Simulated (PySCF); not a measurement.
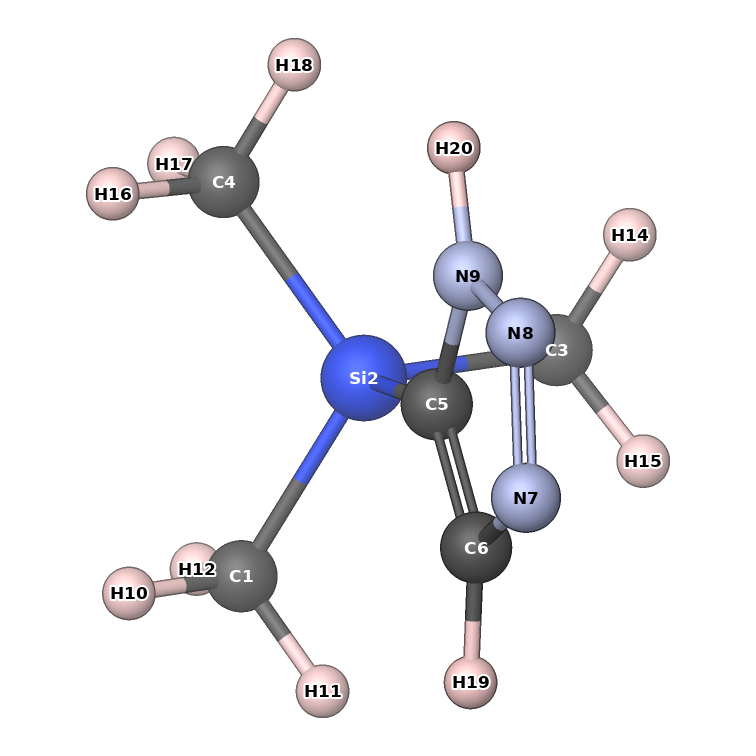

Si2 lies behind C5. The molecule seen a little off the C5–Si2 bond, C5 in front. Distant atoms are faded towards the background colour. Computed geometry: PBE0-D3(BJ)/def2-SVP optimisation. No frequency run is at hand to confirm it as a minimum.

What is the torsion angle N9–C5–Si2–C1? The sign is positive where the front bond must turn clockwise to cover the back bond.

Answer. −153°, antiperiplanar (anti).
